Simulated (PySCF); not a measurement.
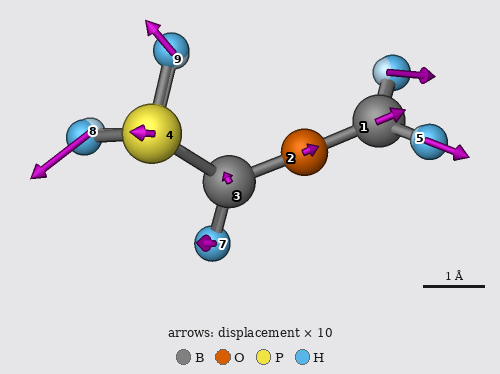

A relaxation of B2PH5O. The starting structure is drawn faded, the final one solid; purple arrows show the displacements, 10 times their true length. The two geometries are superimposed by the best rigid fit.

Style: ball-and-stick. Shown at a tilt.

The start comes from GFN2-xTB. Its atoms were then displaced at random by about 0.01 Å.

Theory: PySCF, PBE0-D3(BJ)/def2-SVP geometry optimisation, gas phase. 

Q: Which element moves most?

A: Hydrogen: up to 0.13 Å, against 0.05 Å for boron.

Q: What did the optimiser do to the structure, and how much energy did it gain?

A: The atom that moves furthest after the best rigid fit is an H atom (0.13 Å). By element the largest moves are H 0.13 Å, B 0.05 Å, P 0.05 Å, O 0.03 Å. Some distances before and after: B–H 1.155 → 1.210 Å, H–P 1.374 → 1.425 Å, B–H 1.178 → 1.211 Å, B–O 1.304 → 1.336 Å. Bond angles that change, for instance: H–P–H 93.6° → 96.8°. The energy falls by 0.168 eV in 5 geometry steps. Cost: 31 s on 1 thread of Intel(R) Xeon(R) Processor @ 2.50GHz, with other jobs on the host.
